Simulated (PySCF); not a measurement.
**CH5FS, SMILES `F.CS`: what the electrons do**

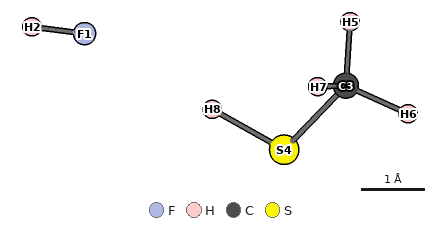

The molecule, with its atoms numbered as below.

Coordinates in Å:

```
F1      -2.7045    0.2395    0.0106
H2      -3.5716   -0.0801   -0.1088
C3       1.5779    0.9599   -0.0037
S4       0.8535   -0.7085   -0.0031
H5       1.2703    1.4964   -0.8977
H6       2.6564    0.8276   -0.0025
H7       1.2701    1.4953    0.8900
H8      -0.4090   -0.3185    0.0949
```

## 1. Bonding charge

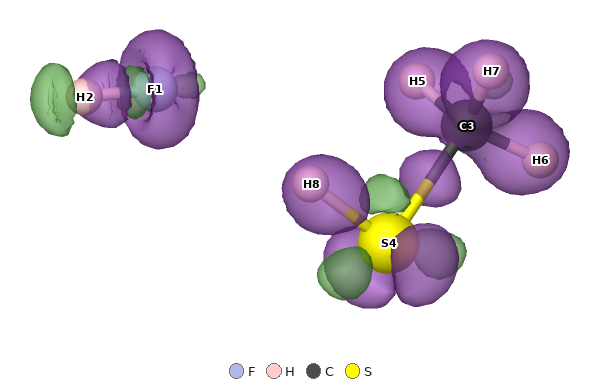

Deformation density (molecule less spherical, spin-averaged free atoms at the same positions), surfaces at ±0.1 e/Å³; purple: gain, green: loss.

Method: CAM-B3LYP/6-31+G*; geometry: an unrelaxed start of a pair search; program: PySCF.

**Describe the bonding that the map shows.**

C3–H7: +0.68 e/Å³ at the bond critical point (bond length 1.09 Å). C3–H5: +0.68 e/Å³ at the bond critical point (bond length 1.09 Å). C3–H6: +0.68 e/Å³ at the bond critical point (bond length 1.09 Å). F1–H2: +0.57 e/Å³ at the bond critical point (bond length 0.93 Å). S4–H8: +0.40 e/Å³ at the bond critical point (bond length 1.32 Å). C3–S4: +0.26 e/Å³ at the bond critical point (bond length 1.82 Å). In all, 1.7 electrons gather in the regions of gain relative to the promolecule.

## 2. Bond critical points

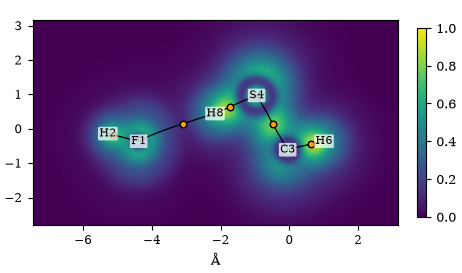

Localised orbital locator (LOL) in the plane of F1, H2, C3, S4, H6 and H8, with bond paths and bond critical points (dots).

**Rank the bonds in the plane by LOL at their critical points.**

C3–H6: about 0.90; F1–H2: about 0.87; S4–H8: about 0.83; C3–S4: about 0.78; F1–H8: about 0.12. Values above 0.5 mark slow, localised electrons, as in shared pairs; low values at a critical point mark a polar or closed-shell contact whose critical point lies between the shells.

**Where along F1–H2 does the critical point lie?**

0.77 Å from F1 and 0.16 Å from H2.

## 3. Local ionisation energy

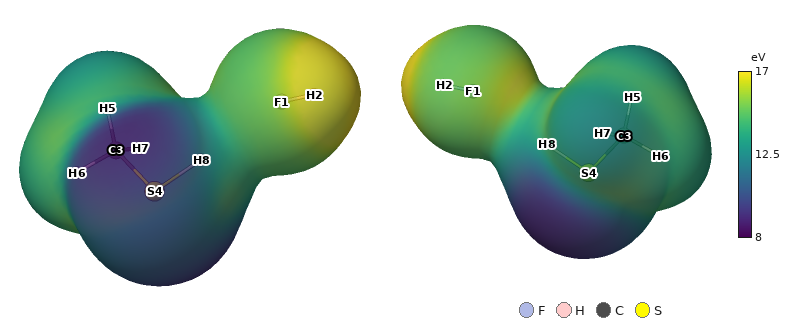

Average local ionisation energy on the surface of electron density 0.001 a.u. (back view left, front view right).

**Locate the minima of the map.**

The lowest value is 8.6 eV, 2.3 Å from S4. Further minima include 12.8 eV, 1.4 Å from H5; 13.5 eV, 1.3 Å from H6; 14.7 eV, 1.7 Å from F1. For comparison, the highest occupied orbital lies at −7.8 eV.
